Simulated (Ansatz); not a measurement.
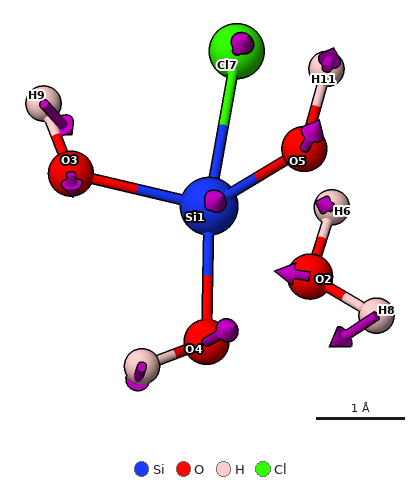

A constrained relaxation of SiH$_{5}$O$_{4}$Cl. The starting structure is drawn; purple arrows show the displacements, 3 times their true length. The two geometries are superimposed by the best rigid fit.

Style: ball-and-stick. Shown at a tilt.

The reaction that was planned forms Si1–Cl7, O2–H6 and breaks Si1–O2, H6–Cl7 (atoms numbered from 1 in input order).

The calculation used Ansatz 0.2.0, RKS PBE0-D4/def2-SVP.

The input:
```yaml
crystal:
  periodic: [false, false, false]
  atoms:
    - {symbol: Si, position_ang: [-0.093700, -0.123600, -0.351600]}
    - {symbol: O, position_ang: [-0.179500, -0.116500, 1.690200]}
    - {symbol: O, position_ang: [0.566100, -1.167200, -1.406600]}
    - {symbol: O, position_ang: [-1.578600, -0.764600, -0.172800]}
    - {symbol: O, position_ang: [-0.430900, 1.412400, -0.744300]}
    - {symbol: H, position_ang: [0.667900, 0.306900, 1.925300]}
    - {symbol: Cl, position_ang: [2.107400, 0.487400, 0.364800]}
    - {symbol: H, position_ang: [-0.943400, 0.391400, 1.980800]}
    - {symbol: H, position_ang: [1.510700, -1.152600, -1.556500]}
    - {symbol: H, position_ang: [-1.911200, -1.310300, -0.879200]}
    - {symbol: H, position_ang: [0.285000, 2.036800, -0.850100]}
basis:
  gaussian: {orbitals: def2-SVP}
hamiltonian: {xc: pbe0, dispersion: d4}
relax: {f_tol: 0.04, max_steps: 150, escape_saddle: false, constraints: [{distance: [0, 6]}, {distance: [1, 5]}, {distance: [0, 1]}, {distance: [5, 6]}]}
```

Command:
```bash
ansatz run in.yaml --threads 8 --pin off --events-out ev --progress --plain --max-ram 19148MiB
```

**What did the optimiser do to the structure, and how much energy did it gain?**

After 8 geometry steps the energy has fallen by 11.6 kJ/mol. The largest force component goes from 0.92 to 0.037 eV/Å. The atom that moves furthest after the best rigid fit is O4 (0.30 Å). Largest moves by element: O 0.30 Å, H 0.28 Å, Cl 0.16 Å, Si 0.14 Å. Near-neighbour distances that change, for instance: Si1–O4 1.627 → 1.662 Å, Si1–O3 1.624 → 1.647 Å, Si1–O5 1.621 → 1.643 Å, O4–H10 0.953 → 0.962 Å. Bond angles that change, for instance: Si1–O5–H11 119.3° → 111.1°, Si1–O3–H9 119.6° → 111.7°, O3–Si1–O5 122.4° → 129.7°. Groups turn about Si1–O4 by about 35°. The run took 11 s on 8 threads of Arm Neoverse V2 (shared host).
